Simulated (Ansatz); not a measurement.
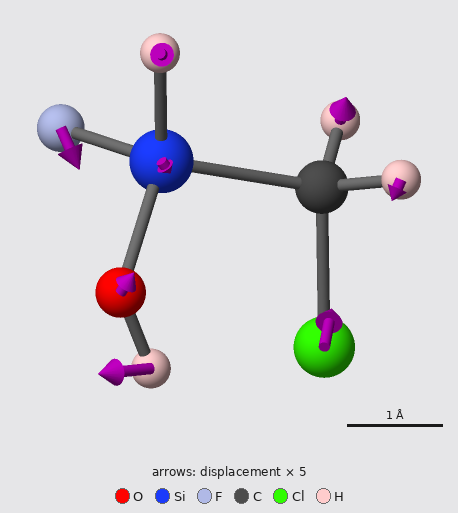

A relaxation of CH₄ClFOSi. The starting structure is drawn; purple arrows show the displacements, magnified 5 times. The two geometries are superimposed by the best rigid fit.

Style: ball-and-stick. Shown at a tilt.

The start comes from PBE-D4/def2-SVP.

All numbers below come from RKS PBE0-D4/def2-TZVP in Ansatz 0.2.0.

Input file:
```yaml
crystal:
  periodic: [false, false, false]
  atoms:
    - {symbol: O, position_ang: [-0.457569, 1.128032, 1.397951]}
    - {symbol: Si, position_ang: [0.642234, 0.169760, 0.607323]}
    - {symbol: F, position_ang: [1.817338, 1.061638, -0.102899]}
    - {symbol: C, position_ang: [-0.250034, -0.767168, -0.779896]}
    - {symbol: Cl, position_ang: [-1.421970, 0.377842, -1.566068]}
    - {symbol: H, position_ang: [-1.137997, 1.471479, 0.784037]}
    - {symbol: H, position_ang: [1.293468, -0.725619, 1.605216]}
    - {symbol: H, position_ang: [-0.833897, -1.627460, -0.395399]}
    - {symbol: H, position_ang: [0.436927, -1.134805, -1.567365]}
basis:
  gaussian: {orbitals: def2-TZVP}
hamiltonian: {xc: pbe0, dispersion: d4}
relax: {f_tol: 0.005, max_steps: 150}
```

Command:
```bash
ansatz run in.yaml --threads 4 --pin off --events-out ev --progress --plain --max-ram 10444MiB
```

Q: What happened in the run?

A: The largest move after the best rigid fit is that of H6, 0.15 Å. Largest moves by element: H 0.15 Å, Cl 0.13 Å, F 0.10 Å, O 0.06 Å, Si 0.04 Å, C 0.01 Å. Some distances before and after: Si2–F3 1.637 → 1.594 Å, O1–Si2 1.659 → 1.624 Å, C4–Cl5 1.817 → 1.791 Å, Si2–C4 1.897 → 1.874 Å. Among the angles between lasting bonds that change: Si2–O1–H6 111.4° → 116.8°, O1–Si2–C4 108.8° → 110.8°. The energy falls by 2.08 kcal/mol in 8 geometry steps. Largest force component: 0.98 eV/Å at the start, 0.0027 eV/Å at the end. The run took 29 s on 4 threads of Arm Neoverse V1, with other jobs on the host.
